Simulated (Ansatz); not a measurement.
## Ligand exchange: C3H7ClSn + C3H9N → C3H9NSn + C3H7Cl

Gas-phase species: C3H7ClSn `C[CH](C)[Sn][Cl]`, singlet; C3H9N (isopropylamine) `CC(C)N`, singlet; C3H9NSn `C[CH](C)[Sn][NH2]`, singlet; C3H7Cl (2-chloropropane) `CC(C)Cl`, singlet. The partners trade Cl for NH2: Sn–Cl and C–NH2 bonds give way to Sn–NH2 and C–Cl.

Shapes, held fixed at every level: PBE0-D4/def2-TZVP. Flexible molecules stand in one conformer, not always the lowest. Programs: Ansatz 0.2.0. The zero-point and thermal change to 298 K, harmonic and unscaled (PBE0-D4/def2-TZVP), is -5.1 kJ/mol.

| level | kind | ΔH(298 K) (kJ/mol) | less CCSD(T)/def2-TZVPP | CPU time (sum over the molecules) |
| --- | --- | --- | --- | --- |
| PBE-D4/def2-TZVPP | GGA | +70.8 | +1.2 | 43 s |
| r2SCAN-D4/def2-TZVPP | meta-GGA | +72.2 | +2.6 | 78 s |
| BHLYP-D4/def2-TZVPP | global hybrid | +83.6 | +14.0 | 51 s |
| r2SCAN0-D4/def2-TZVPP | global hybrid | +78.4 | +8.8 | 80 s |
| wB97M-V/def2-TZVPP | range-separated hybrid | +75.4 | +5.8 | 3 min |
| B2PLYP/def2-TZVPP | double hybrid | +72.4 | +2.8 | 97 s |
| MP2/def2-SVP | perturbation theory | +81.0 | +11.4 | – |
| CCSD(T)/def2-TZVPP | coupled cluster or CI | +69.6 | 0.0 | – |

The highest level, CCSD(T)/def2-TZVPP, gives ΔH(298 K) = +69.6 kJ/mol; the levels span +69.6 to +83.6. The column of differences is taken from that level and isn't an error. No measured value is set beside it here. For atoms past krypton def2 sets carry core potentials with scalar relativity. Outer-core shells of Sn are correlated, in sets that cover them unevenly. Times are processor times on shared x86 and Arm servers, and rough.

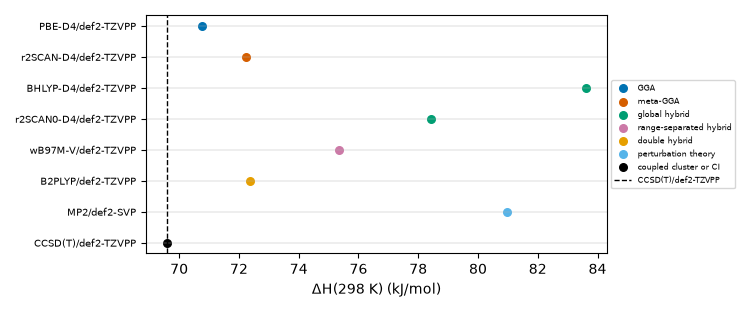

The values of the table, level by level.
